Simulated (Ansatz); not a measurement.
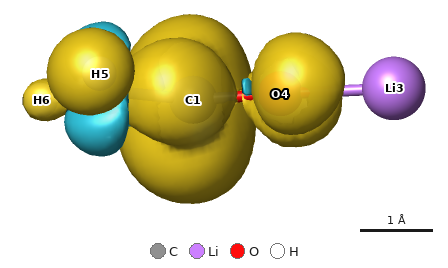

Figure 1: C2H2LiO (SMILES [Li][O][C]=C) (doublet). Isosurfaces of the spin density at +0.015 (yellow) and −0.015 e/Å³ (cyan), seen from one side.

Geometry: B3LYP-D3(BJ)/def2-SVP.

Method: isolated molecule in a Gaussian basis; Kohn-Sham density functional theory, functional PBE0 (Ansatz 0.2.0).

```xyz
6

C     0.1674   -0.2351    0.3345
C    -0.9607   -0.7246    0.8591
Li    1.4073    0.1640   -2.2396
O     0.6575   -0.0877   -0.8314
H    -1.7514   -1.1382    0.2120
H    -1.1283   -0.7279    1.9379
```

**Which atoms carry the spin?**

The unpaired spin (1 electron) lies mostly on C1 (about 0.7) and O4 (about 0.2), in electrons by Hirshfeld's partition.
